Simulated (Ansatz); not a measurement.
# C2H3F3: the cost of one run

Program: Ansatz 0.2.0. Level of theory: RKS PBE0-D4/def2-mTZVP. These are calculated values, not measurements.

## (1) The starting structure

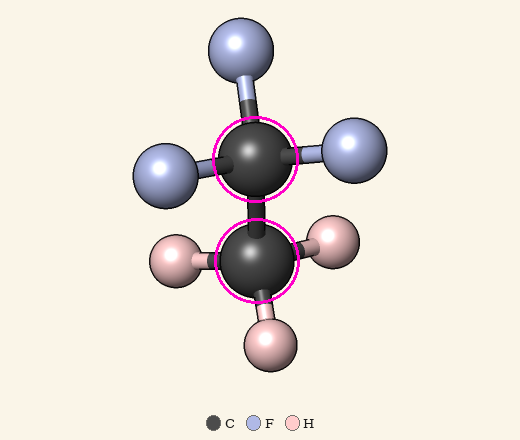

The starting structure, seen from a free direction (carbon dark grey, fluorine light blue, hydrogen pink). Ringed: C1, C2.

As a file:

```xyz
8

C    -0.5761   -0.1824    0.4820
C     0.5483    0.1100   -0.4340
F     1.6515   -0.3936    0.0833
F     0.4383   -0.4499   -1.6439
F     0.7418    1.4282   -0.6433
H    -0.4666    0.3455    1.4453
H    -0.7447   -1.2085    0.6263
H    -1.5003    0.2935    0.0284
```

## (2) End point A

input.yaml

```yaml
crystal:
  periodic: [false, false, false]
  atoms:
    - { symbol: C, position_ang: [-0.5761, -0.1824, 0.482] }
    - { symbol: C, position_ang: [0.5483, 0.11, -0.434] }
    - { symbol: F, position_ang: [1.6515, -0.3936, 0.0833] }
    - { symbol: F, position_ang: [0.4383, -0.4499, -1.6439] }
    - { symbol: F, position_ang: [0.7418, 1.4282, -0.6433] }
    - { symbol: H, position_ang: [-0.4666, 0.3455, 1.4453] }
    - { symbol: H, position_ang: [-0.7447, -1.2085, 0.6263] }
    - { symbol: H, position_ang: [-1.5003, 0.2935, 0.0284] }
basis:
  gaussian: { orbitals: def2-mTZVP }
hamiltonian:
  xc: pbe0
  dispersion: d4
relax:
  f_tol: 0.015
  max_steps: 40
```

The run is started by

```bash
$ ansatz run input.yaml --threads 2 --pin off --max-ram 3072MiB --backend cpu --events-out ev --progress --plain --runs-dir out
```

**Question.** How long does this run take on 2 threads of Arm Neoverse N1, shared host, and how much memory does it need?

About 17 s, with a peak of 0.19 GiB.
